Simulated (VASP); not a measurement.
Band structure of Na₂S (antifluorite). Calculation: revPBE GGA, VASP's PBE PAW potentials (set 64) (plane waves; VASP).

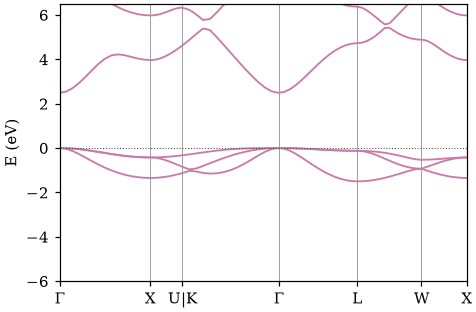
Figure: Bands along high-symmetry lines, zero at the valence-band maximum or, without a gap, the Fermi level

Q: Read the plot: is there a gap, and where are the band edges?

A: The gap is direct, 2.49 eV, from the valence maximum at Γ to the conduction minimum at Γ. (Edges off the drawn lines would not show.)

The compound is Na2S in the antifluorite structure. It was relaxed first, which changed the volume by +6 %.
